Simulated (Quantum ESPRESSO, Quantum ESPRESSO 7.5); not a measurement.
# Li(110): thickness series by an ASE script

Wanted: a thickness series of Li(110), driven from Python.

Main program and level: Quantum ESPRESSO 7.5; plane-wave DFT, PBE, GBRV ultrasoft pseudopotentials.

**Measured values to reproduce.**

“Anisotropic work function of elemental crystals” (2019, arxiv:1902.07811) quotes from earlier work for Li (polycrystalline sample, no single face): work function, loosely compared (polycrystalline sample, no single face) 2.93 eV.

Report form: the programs' logs are mostly left out.

### Step 1. Starting point

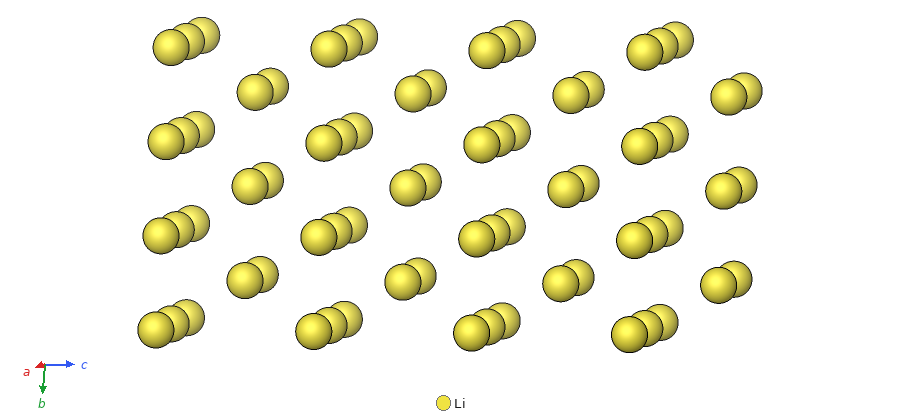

The starting structure, seen from the side, with the c axis across the page (lithium yellow). 2×3×1 cells are drawn. Some periodic images of atoms are drawn too.

The cell holds 8 atoms: 8 Li. Its edges and angles: a = 3.022 Å, b = 3.022 Å, c = 32.275 Å, α = 90.0°, β = 90.0°, γ = 70.5°. It derives from Li. Vacuum lies along c.

Structure file:

```xyz
8
Lattice="2.4678 -1.7450 0.0000 2.4678 1.7450 0.0000 0.0000 0.0000 32.2746" Properties=species:S:1:pos:R:3
Li    0.0000    0.0000    7.5000
Li    2.4678    0.0000    9.9678
Li    0.0000    0.0000   12.4356
Li    2.4678    0.0000   14.9034
Li    0.0000    0.0000   17.3712
Li    2.4678    0.0000   19.8390
Li    0.0000    0.0000   22.3068
Li    2.4678    0.0000   24.7746
```

### Step 2. Running the series

ASE writes the inputs, starts pw.x and reads the results. Under ESM bc1 the zero of energy of a symmetric slab is the vacuum, so the work function is minus the Fermi level.

The input, run.py:

```python
import json
import numpy as np
from ase.build import bcc110
from ase.calculators.espresso import Espresso, EspressoProfile

profile = EspressoProfile(command='mpirun -n 2 pw.x -nk 2', pseudo_dir='../pseudo')
pseudopotentials = {'Li': 'li_pbe_v1.4.uspp.F.UPF'}
system = {'ecutwfc': 40, 'ecutrho': 200, 'occupations': 'smearing', 'smearing': 'mv', 'degauss': 0.02}


def calculator(name, kpts, **extra):
    data = dict(control=dict(tprnfor=True, verbosity='high', disk_io='none'),
                system=system | extra,
                electrons=dict(conv_thr=1e-07, mixing_beta=0.4, mixing_mode='local-TF',
                               electron_maxstep=100))
    return Espresso(profile=profile, directory=name, pseudopotentials=pseudopotentials, kpts=kpts, input_data=data)


def centre(atoms):
    z = atoms.positions[:, 2]
    atoms.positions[:, 2] -= (z.max() + z.min()) / 2  # ESM wants the slab about z = 0
    return atoms


rows = []
for n in [3, 4, 5, 6, 7, 8]:
    slab = centre(bcc110('Li', size=(1, 1, n), a=3.49, vacuum=7.5, periodic=True))
    slab.set_initial_magnetic_moments([0.0] * n)
    slab.calc = calculator(f'n{n}', (12, 12, 1), assume_isolated='esm', esm_bc='bc1')
    energy = slab.get_potential_energy()
    work = -slab.calc.get_fermi_level()
    force = slab.get_forces()[-1, 2]
    rows.append([n, energy, work, force])
    print(f'{n} layers: E = {energy:.5f} eV, work function {work:.3f} eV, force on the top atom {force:+.3f} eV/A')

n, energy = np.array(rows)[:, :2].T
slope, offset = np.polyfit(n[1:], energy[1:], 1)
area = np.linalg.norm(np.cross(*slab.cell[:2]))
gamma = offset / (2 * area) * 16.0218
print(f'bulk energy from the slope {slope:.5f} eV an atom; unrelaxed surface energy {gamma:.3f} J/m^2')
json.dump(dict(rows=rows, slope=slope, gamma=gamma), open('result.json', 'w'))
```

Run with:

```console
$ OMP_NUM_THREADS=1 python run.py
```

Elapsed: 15 min, on 2 MPI ranks of Arm Neoverse N1, shared host; peak memory 0.37 GiB; 30 min of CPU time.

Read from the output:

| Quantity | Value |
| --- | --- |
| surface energy | 0.4904 J/m² |
| work function of the thickest slab | 3.232 eV |

Work function against layers:

```tsv
layers	work function (eV)
3.00	3.34
4.00	3.29
5.00	3.24
6.00	3.23
7.00	3.23
8.00	3.23
```

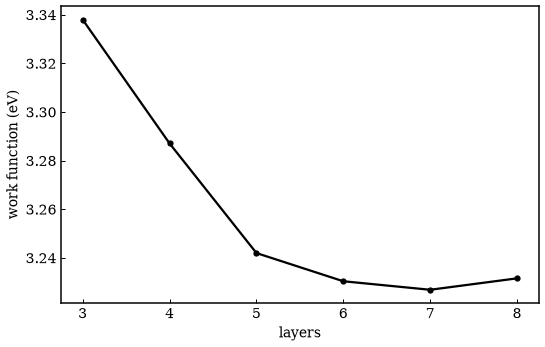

Work function against layers.

The force on the top atom along the normal by layers:

```tsv
layers	force on the top atom along the normal (eV/Å)
3.00	-0.100
4.00	-0.0966
5.00	-0.0989
6.00	-0.103
7.00	-0.103
8.00	-0.105
```

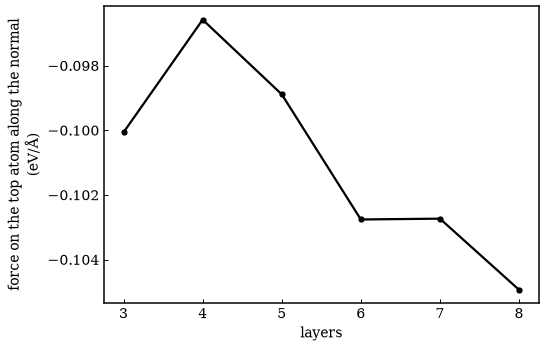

Force on the top atom along the normal against layers.

Energy less the bulk line's slope against layers:

```tsv
layers	energy less the bulk line's slope (meV)
3.00	534
4.00	526
5.00	529
6.00	525
7.00	530
8.00	526
```

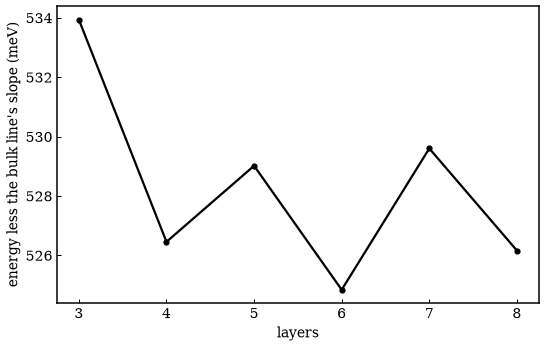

Energy less the bulk line's slope against layers.

### Step 3. The script: PBE, SG15 norm-conserving

Level of this step: plane-wave DFT, PBE, SG15 norm-conserving pseudopotentials (Quantum ESPRESSO 7.5).

run.py, as its differences from the input of step 2:

```diff
@@ -6,4 +6,4 @@
 profile = EspressoProfile(command='mpirun -n 2 pw.x -nk 2', pseudo_dir='../pseudo')
-pseudopotentials = {'Li': 'li_pbe_v1.4.uspp.F.UPF'}
-system = {'ecutwfc': 40, 'ecutrho': 200, 'occupations': 'smearing', 'smearing': 'mv', 'degauss': 0.02}
+pseudopotentials = {'Li': 'Li_ONCV_PBE-1.2.upf'}
+system = {'ecutwfc': 60, 'ecutrho': 240, 'occupations': 'smearing', 'smearing': 'mv', 'degauss': 0.02}
```

Run with:

```console
$ OMP_NUM_THREADS=1 python run.py
```

Elapsed: 46 min, on 2 MPI ranks; peak memory 0.55 GiB; 1.5 h of CPU time.

Read from the output:

- surface energy: 0.4898 J/m²
- work function of the thickest slab: 3.229 eV

The work function by layers:

```tsv
layers	work function (eV)
3.00	3.34
4.00	3.28
5.00	3.24
6.00	3.23
7.00	3.22
8.00	3.23
```

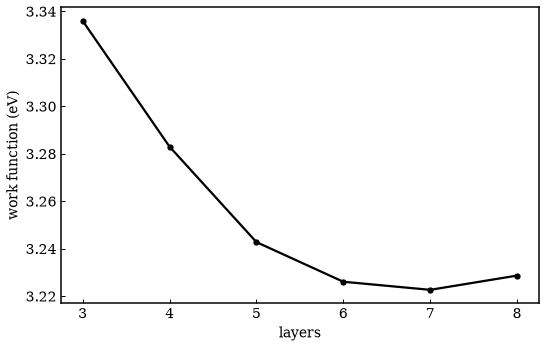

Work function, plotted against layers.

The force on the top atom along the normal by layers:

```tsv
layers	force on the top atom along the normal (eV/Å)
3.00	-0.0987
4.00	-0.0955
5.00	-0.0980
6.00	-0.0999
7.00	-0.104
8.00	-0.103
```

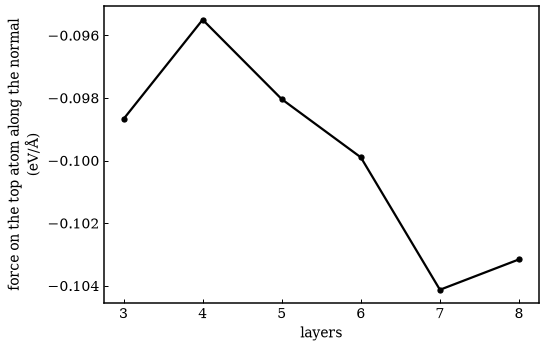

Force on the top atom along the normal, plotted against layers.

Energy less the bulk line's slope against layers:

```tsv
layers	energy less the bulk line's slope (meV)
3.00	533
4.00	526
5.00	528
6.00	524
7.00	529
8.00	526
```

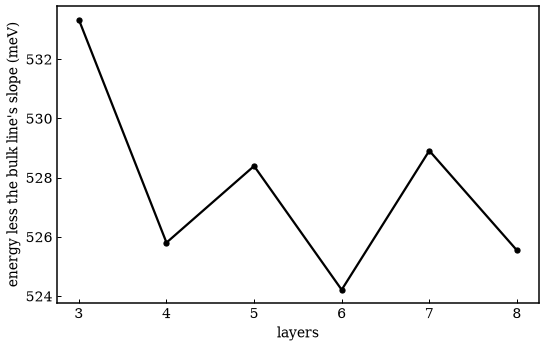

Energy less the bulk line's slope, plotted against layers.

### Step 4. By hand

γ = (E_N − N e_bulk)/(2A). The excess of the thickest slab is 0.526 eV and A = 8.613 Å²: 0.526/(2 × 8.613) × 16.02 = 0.49 J/m² (1 eV/Å² = 16.02 J/m²); the fit's intercept gives 0.49.

### Step 5. Outcome

| Quantity | Value |
| --- | --- |
| work function of the thickest slab, PBE, GBRV ultrasoft | 3.23 eV |
| unrelaxed surface energy, PBE, GBRV ultrasoft | 0.49 J/m² |
| work function of the thickest slab, PBE, SG15 norm-conserving | 3.23 eV |
| unrelaxed surface energy, PBE, SG15 norm-conserving | 0.49 J/m² |

The thickest slab gives a work function of 3.23 eV and the series an unrelaxed surface energy of 0.49 J/m² (PBE, GBRV ultrasoft). The work function swings by 0.11 eV over 3 to 8 layers and by 0.00 eV over the last step; confined states crossing the Fermi level and the finite mesh both contribute. From 4 layers on it stays within 0.1 eV. The force on the top atom of the thickest slab points inwards (0.10 eV/Å). The slabs are cut from the bulk at the tabulated lattice constant and not relaxed; the surface energy comes from a straight line through the energies of all but the thinnest slab.

Comparison with the measured values:

```
                                                                     quantity  measured        PBE, GBRV        PBE, SG15
work function, loosely compared (polycrystalline sample, no single face) (eV)      2.93  3.23 (+0.30 eV)  3.23 (+0.30 eV)
```

Measured values from arxiv:1902.07811 (2019).

Verdict: A polycrystal averages over faces, so this is a loose comparison.

[Logs are printed without paths, hosts, clocks, repeated set-up lines and the standing remarks that a program may print on its own settings, such as how far it seeks lower states.]

[Hosts, paths, dates, database ids (printed as entryN), source tags and the programs' standing remarks are cut or masked in the printed files.]

[Maps of the electrostatic potential energy from Ansatz leave out the sawtooth potential of an applied field or a dipole correction, so their vacuum need not be flat; planar profiles and work functions include it.]
